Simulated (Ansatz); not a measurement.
Fields on a plane of ScIr (CsCl type)

```
CELL_PARAMETERS angstrom
      3.16207     0.00000     0.00000
      0.00000     3.16207     0.00000
      0.00000     0.00000     3.16207
ATOMIC_POSITIONS crystal
  Sc 0.50000 0.50000 0.50000
  Ir 0.00000 0.00000 0.00000
```

The slice is a {210} plane (indices of the conventional cell) through the point (0.500, 0.500, 0.500) (fractional), spanned by u = [100] and v = [021] in vectors of this cell: u (3.16 Å) and v (7.07 Å, at 90° to u). It covers one period; positions are fractions (u, v).

Atoms on it: Sc at (0.00, 0.00). Other atoms lie within 1 Å of the plane.

Method: LDA (plane waves to 420 eV, PAW, scalar-relativistic; Ansatz, a quantum-chemistry and plane-wave program). k mesh 15×15×15. Near the nuclei the fields are pseudised (PAW); where an atom keeps semicore shells as valence, they peak there. ScIr is run without spin polarisation. ScIr was relaxed with its symmetry unable to fall. Spin-orbit coupling is left out, though Ir is heavy.

```
|xxxxx.*#*.xxxx|
|xxxx -#%#- xxx|
|xxxx +#%#+ xxx|
|xxx =*###*= xx|
| .-=+++++++=-.|
|****=:   :=***|
|%%#+. xxx .+#%|
|@@#- xxxxx -#@|
|@%*:xxxxxxx:*%|
|%%*.xxxxxxx.*%|
|%#*: xxxxx :*#|
|##*= xxxxx =*#|
|###*=.   .=*##|
|#####*+=+*####|
|##%%@@%%%@@%%#|
|##%@@@@@@@@@%#|
|##%%@@%%%@@%%#|
|#####*+=+*####|
|###*=.   .=*##|
|##*= xxxxx =*#|
|%#*: xxxxx :*#|
|%%*.xxxxxxx.*%|
|@%*:xxxxxxx:*%|
|@@#- xxxxx -#@|
|%%#+. xxx .+#%|
|****=:   :=***|
| .-=+++++++=-.|
|xxx =*###*= xx|
|xxxx +#%#+ xxx|
|xxxx -#%#- xxx|
|xxxxx.*#*.xxxx|
|xxxxx +#+ xxxx|
```
Scale: ten equal steps from 4.00 (start of ' ') to 12.15 (end of '@'), in the order ' .:-=+*#%@'. Values: electrostatic potential energy of an electron, from the cell's mean, in eV. The map has 14 points along u (one character each, u = 0 at the left) and 32 along v (v = 0 in the bottom row). Points within 1 Å of a nucleus are blanked (x), as the pseudised field means little there. Values under 4 eV are set to 4. The zero, the cell's mean, hangs on the PAW cores.

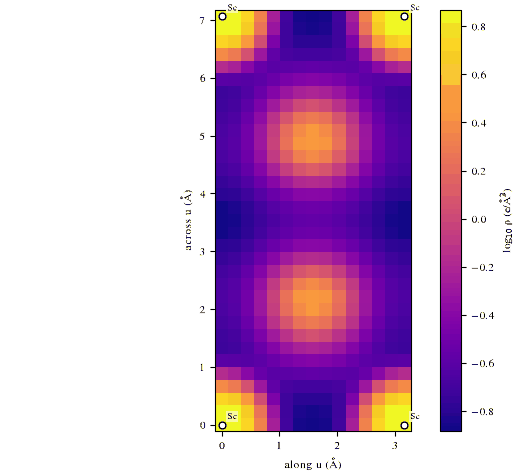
Log₁₀ of the valence density in e/Å³, one period of the plane, atoms marked. The scale is logarithmic, as a density can span decades between atoms and voids.
